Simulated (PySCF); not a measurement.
Consider C$_{3}$H$_{16}$Si$_{4}$.

Input file:

```
{"job": {"kind": "nmr", "xc": "PBE0", "basis": "pcSseg-1"}, "charge": 0, "multiplicity": 1}
Si    -4.240028     0.275316    -0.156653
C     -2.915448     1.295004     0.705483
Si    -1.257128     0.431238     0.933736
C     -0.522334    -0.118639    -0.707814
Si     1.148003    -0.980477    -0.600441
C      2.476315     0.158758     0.094680
Si     4.202525    -0.583233     0.172921
H     -5.546693     1.002125    -0.192128
H     -3.836596    -0.025781    -1.565631
H     -4.439736    -1.024489     0.556555
H     -3.292769     1.587134     1.701116
H     -2.759439     2.229085     0.138207
H     -1.443309    -0.764804     1.815607
H     -0.306165     1.359297     1.626934
H     -0.424265     0.759839    -1.370383
H     -1.231970    -0.806909    -1.200034
H      1.567112    -1.446499    -1.961181
H      1.026862    -2.188842     0.276051
H      2.182749     0.474095     1.110885
H      2.515981     1.073152    -0.523263
H      5.182599     0.395643     0.738702
H      4.665376    -0.972946    -1.194896
H      4.207492    -1.804597     1.036228
```

Launched as:

```sh
OMP_NUM_THREADS=1 python probes_run.py task.json out
```

Geometry: PBE0-D3(BJ)/def2-SVP.

The calculation used PBE0/pcSseg-1, SCF density, gas phase, non-relativistic in PySCF.

> What will maps of the electron density and electron localisation function show?

C–Si (1.88 Å): the density is about 0.92 e/Å³ at the midpoint; the ELF peaks at about 0.95 between the atoms, as expected for localised, covalent bonding.
C–H (1.10 Å): ρ is about 1.9 e/Å³ halfway; the ELF climbs to about 1 towards the hydrogen, as it does in any bond to H (an ordinary covalent bond to hydrogen).
Si–H (1.50 Å): the density is about 0.77 e/Å³ at the midpoint; the ELF climbs to about 1 towards the hydrogen.

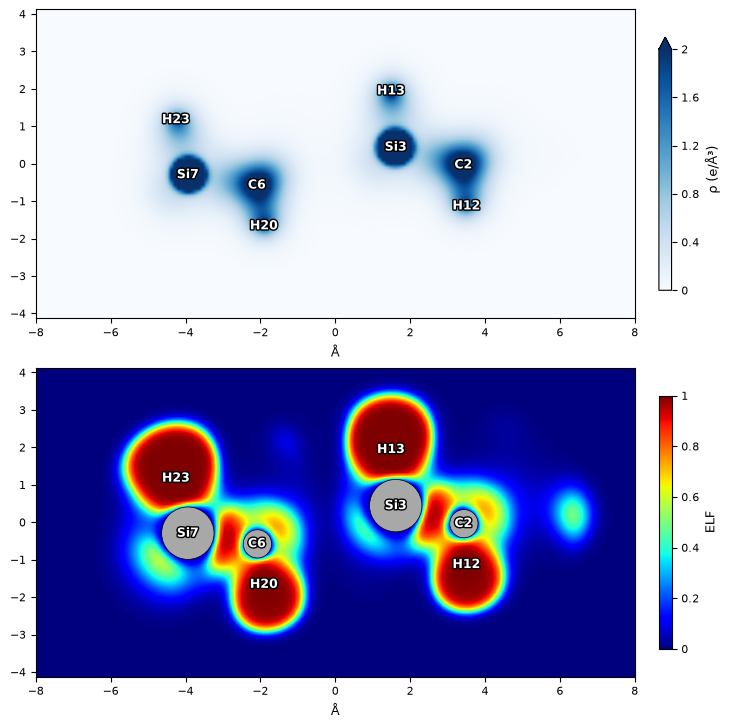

Computed electron density and electron localisation function on the plane of atoms C2, Si3 and H13, in this order. Grey discs cover the atomic cores in the ELF map. 
